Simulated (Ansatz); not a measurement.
# BH₃+ (doublet): trial inputs and their diagnosis at scale of all distances = 1.279

4 inputs are run for BH₃+ (doublet) as typed; the log has to tell whether the result can be used and what must change.

Computed with Ansatz 0.2.0, Gaussian basis. Level: the settings change from run to run.

16 further runs of the same task are left out: 12 that didn't finish, 4 set aside as unsound or not needed.

## Step 1: The geometry

The geometry derives from a PBE0/def2-TZVP stationary point (not a proven minimum). All distances are scaled together.

4 atoms, charge 1, spin multiplicity 2.

Atoms are counted from 1 here; the program's logs count them from 0.

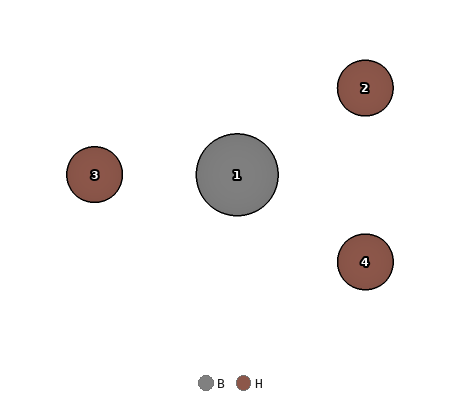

The structure; boron grey, hydrogen brown; atoms are numbered from 1 in the order of the file.

Geometry (Å):

```xyz
4
charge 1, multiplicity 2
B     0.0000    0.0000    0.0872
H     0.0000    0.9180   -1.2619
H     0.0000    0.0000    1.5890
H     0.0000   -0.9180   -1.2619
```

## Step 2: Try 1

File in.yaml:

```yaml
crystal:
  periodic: [false, false, false]
  atoms:
    - {symbol: B, position_ang: [0.000000, 0.000000, 0.087151]}
    - {symbol: H, position_ang: [0.000000, 0.918046, -1.261869]}
    - {symbol: H, position_ang: [0.000000, 0.000000, 1.588971]}
    - {symbol: H, position_ang: [0.000000, -0.918046, -1.261869]}
basis:
  gaussian: {orbitals: "6-31G*", point_charges: [{charge: 0.50, position_ang: [3.296, 0.472, -0.308]}]}
total_charge: 1
magnetization: {spin_polarized: false, initial_magnetization: 1}
correlation: {method: afqmc, electrons: outside_noble_gas}
accuracy: high
scf: {lower_state_search: off}
```

Started as:

```sh
$ ansatz run in.yaml --threads 1 --pin off --events-out ev --progress --plain --max-ram 2393MiB
```

What it wrote:

```text
Error: YAML parse error: error: line 12 column 23: unknown variant `afqmc`, expected one of mp2, rpa, ccsd, ccsd_t, bccd, bccd_t, ccsdt, ccsdt_q, ccsdt_q_b, ccsdtq, fci, sc_nevpt2, fic_nevpt4_sd, fic_mrcisd_q, fic_mrcisd_q_relaxed
  --> <input>:12:23
   |
10 | total_charge: 1
11 | magnetization: {spin_polarized: false, initial_magnetization: 1}
12 | correlation: {method: afqmc, electrons: outside_noble_gas}
   |                       ^ unknown variant `afqmc`, expected one of mp2, rpa, ccsd, ccsd_t, bccd, bccd_t, ccsdt, ccsdt_q, ccsdt_q_b, ccsdtq, fci, sc_nevpt2, fic_nevpt4_sd, fic_mrcisd_q, fic_mrcisd_q_relaxed
13 | accuracy: high
14 | scf: {lower_state_search: off}
   |
```

Wall time 0.03 s (1 thread of Arm Neoverse V1, shared host).

**Diagnosis.** The run was refused. The method's name isn't one that the program knows. To mend it, name one from the list in the message.

## Step 3: Try 2

File in.yaml:

```yaml
crystal:
  periodic: [false, false, false]
  atoms:
    - {symbol: B, position_ang: [0.000000, 0.000000, 0.087151]}
    - {symbol: H, position_ang: [0.000000, 0.918046, -1.261869]}
    - {symbol: H, position_ang: [0.000000, 0.000000, 1.588971]}
    - {symbol: H, position_ang: [0.000000, -0.918046, -1.261869]}
basis:
  gaussian: {orbitals: def2-mTZVP}
total_charge: 1
magnetization: {spin_polarized: false, initial_magnetization: 1}
correlation: {method: sc_nevpt2, electrons: all, active_space: {window: {electrons: 3, orbitals: 3}, states: [{multiplicity: 2, irrep: E1u, weights: [1]}]}}
```

Same command.

What it wrote:

```text
Functional definition: HF
  name "HF"
  cite "Fock, Z. Phys. 61, 126 (1930) doi:10.1007/BF01340294"
  parent pbe
  exchange = exact_x
  correlation = 0
490 factors; integrals over basis functions are off by at most 2.4e-7 eV
mean field evaluation 1: about -703.8108 eV, gradient 7.5e0 eV
mean field evaluation 2: about -703.8104 eV, gradient 7.5e0 eV
mean field evaluation 4: about -704.2791 eV, gradient 4.1e-1 eV
mean field evaluation 8: about -704.2807 eV, gradient 2.7e-4 eV
mean field -704.28072069 eV, -25.8818391068 hartree, gradient 2.6e-6 eV, S^2 0.750000; 0 other end points of the search recorded, 0 dependent functions left out
reference -704.28072069 eV, -25.8818391068 hartree; 4, 3 occupied and 24, 25 virtual orbitals, 490 factors
Error: the irrep E1u is not accepted for these orbitals, which take A1, B1, B2, A2, or 1 to 4
```

Wall time 0.15 s (1 thread of Arm Neoverse V1, shared host).

Diagnosis: The run stopped with an error. The symmetry label isn't in the molecule's group. To mend it, name an irrep that the log lists.

## Step 4: Try 3

File in.yaml:

```yaml
crystal:
  periodic: [false, false, false]
  atoms:
    - {symbol: B, position_ang: [0.000000, 0.000000, 0.087151]}
    - {symbol: H, position_ang: [0.000000, 0.918046, -1.261869]}
    - {symbol: H, position_ang: [0.000000, 0.000000, 1.588971]}
    - {symbol: H, position_ang: [0.000000, -0.918046, -1.261869]}
basis:
  gaussian: {orbitals: def2-mTZVP}
total_charge: 1
magnetization: {spin_polarized: false, initial_magnetization: 1}
correlation: {method: sc_nevpt2, electrons: valence, active_space: {window: {electrons: 2, orbitals: 1}}}
accuracy: high
scf: {lower_state_search: off}
```

The command is unchanged.

What it wrote:

```text
Functional definition: HF
  name "HF"
  cite "Fock, Z. Phys. 61, 126 (1930) doi:10.1007/BF01340294"
  parent pbe
  exchange = exact_x
  correlation = 0
these checks for a lower state are left out or cut short: stability, starts, cluster_reference, orbital_swaps, neighbouring_geometries, increment
560 factors; integrals over basis functions are off by at most 3.5e-9 eV
mean field evaluation 1: about -703.8108 eV, gradient 7.5e0 eV
mean field evaluation 2: about -703.8104 eV, gradient 7.5e0 eV
mean field evaluation 4: about -704.2791 eV, gradient 4.1e-1 eV
mean field evaluation 8: about -704.2807 eV, gradient 2.7e-4 eV
mean field -704.28072066 eV, -25.8818391056 hartree, gradient 8.3e-9 eV, S^2 0.750000; 0 other end points of the search recorded, 0 dependent functions left out
reference -704.28072066 eV, -25.8818391056 hartree; 4, 3 occupied and 24, 25 virtual orbitals, 560 factors
Error: 2 electrons in 1 orbitals form no window around the highest filled level of the reference
```

Run time: 0.18 s. Hardware: 1 thread of Arm Neoverse V1, shared host.

**Diagnosis.** The run stopped with an error. The active window can't be built from these electrons and orbitals. To mend it, choose counts that fit the spin, the electrons and the basis.

## Step 5: Try 4

File in.yaml:

```yaml
crystal:
  periodic: [false, false, false]
  atoms:
    - {symbol: B, position_ang: [0.000000, 0.000000, 0.087151]}
    - {symbol: H, position_ang: [0.000000, 0.918046, -1.261869]}
    - {symbol: H, position_ang: [0.000000, 0.000000, 1.588971]}
    - {symbol: H, position_ang: [0.000000, -0.918046, -1.261869]}
basis:
  gaussian: {orbitals: def2-SVPD}
total_charge: 1
correlation: {active_space: {window: {electrons: 3, orbitals: 3}}}
scf: {lower_state_search: full}
magnetization: {spin_polarized: true, initial_magnetization: 1}
```

Launched as before.

What it wrote:

```text
Error: invalid value for `correlation.active_space`: it starts from restricted Hartree–Fock orbitals; set hamiltonian.xc: hf without magnetization.spin_polarized
```

Run time: 0.03 s. Hardware: 1 thread of Arm Neoverse V1, shared host.

**Diagnosis.** The run was refused. An active space is asked on unrestricted orbitals. Cure: drop spin_polarized: true.

## Step 6: Summary

| try | level | ended | cause | time |
| --- | --- | --- | --- | --- |
| 1 | 'afqmc'/6-31G* | refused | the method's name isn't one that the program knows | 0.03 s |
| 2 | NEVPT2(3,3)/def2-mTZVP | stopped by an error | the symmetry label isn't in the molecule's group | 0.15 s |
| 3 | NEVPT2(2,1)/def2-mTZVP | stopped by an error | the active window can't be built from these electrons and orbitals | 0.18 s |
| 4 | CASSCF(3,3)/def2-SVPD | refused | an active space is asked on unrestricted orbitals | 0.03 s |

2 refused, 2 stopped by an error.
